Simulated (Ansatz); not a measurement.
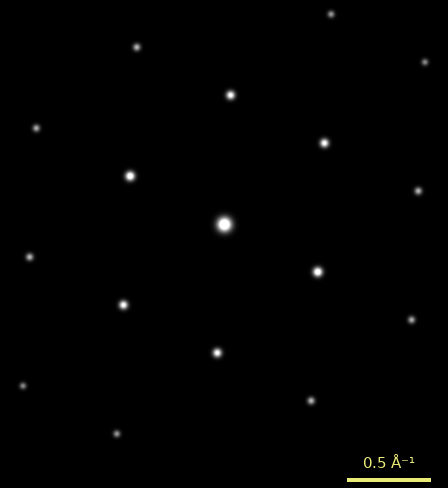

Computed electron diffraction pattern, 200 kV, single scattering only, B = 0.3 Å².

> Read the repeat vectors of the pattern off the scale bar.

The spots form a centred rectangular net whose two shortest vectors correspond to d = 1.58 Å and 1.29 Å, 65.9° apart.

> What is the point symmetry of the pattern, intensities included?

2mm.

> Which crystal and zone produced it?

This cannot be fixed from one zone alone; the pattern is [210] of Mo, space group Im-3m (No. 229), a = 3.150 Å. The net vectors are 0 0 2 and 1 -2 1. Structure: the input geometry of an electronic-structure calculation (not necessarily at equilibrium).
